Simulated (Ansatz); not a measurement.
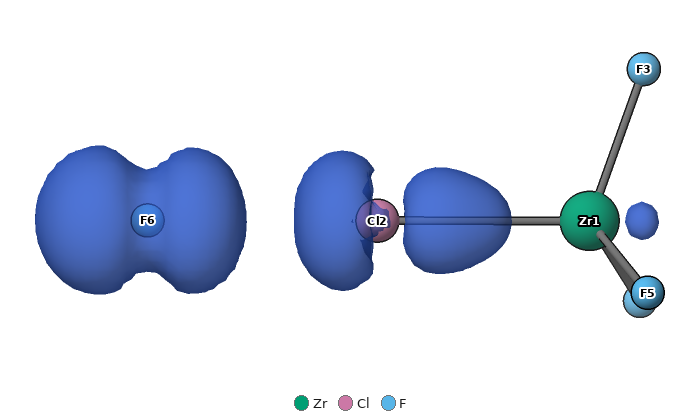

Figure 1: ClF3Zr···F (doublet). Isosurface of the spin density (α minus β) at +0.015 e/Å³ (blue), seen across its widest extent.

Core potentials replace the inner electrons of Zr; not at a stationary point (largest force 1.6 eV/Å).

Method: UKS LDA/def2-SVP (Ansatz 0.2.0).

```xyz
6

Zr    0.0005    0.0000   -0.0591
Cl    0.0000    0.0000    2.4092
F     1.7672    0.0000   -0.6901
F    -0.8829    1.5299   -0.6903
F    -0.8829   -1.5299   -0.6903
F     0.0000    0.0000    5.0827
```

### Which atoms carry the spin?

The unpaired spin (1 electron) lies mostly on F6 (about 0.9) and Cl2 (about 0.1), in electrons by Hirshfeld's partition.
